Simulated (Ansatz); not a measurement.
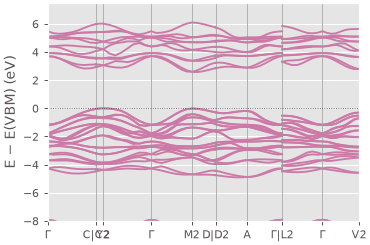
*Band structure from DFT-PBEsol with spin–orbit coupling in the program Ansatz with PAW potentials*

The gap is 2.48 eV; an edge lies off the plotted path or next to a special point (maximum off the standard path, minimum off the standard path).

The material is VBiO₄ in space group C2 (No. 5; V on 2a, Bi on 2b, O on 4c, O on 4c).

The first step of the workflow began from a Materials Project structure, measured or hypothetical; the Crystallography Open Database copy checked does not list it. It is not the phase usual at ambient conditions (space group No. 88). The PBEsol relaxation kept the symmetry of its start; whether a distortion lowers the energy is not shown. No spin polarisation was allowed. No Hubbard U is applied.

Potentials: the later of the program's two PAW sets.
